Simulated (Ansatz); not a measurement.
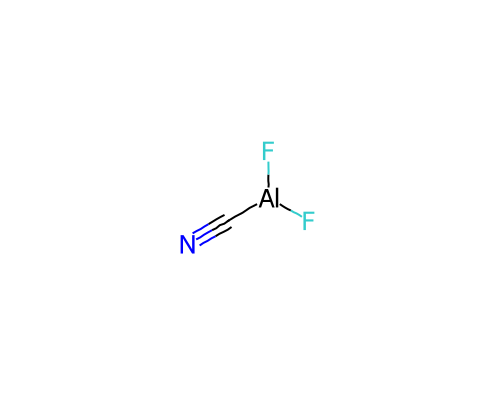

The picture comes from a calculation with Ansatz.

A structural formula.

> Write the SMILES.

N#[C][Al]([F])[F]

> Give the formula, hydrogens included.

CAlF2N.

> An optimisation with PBE0-D4/def2-TZVP gave a structure of which point group?

C2v.
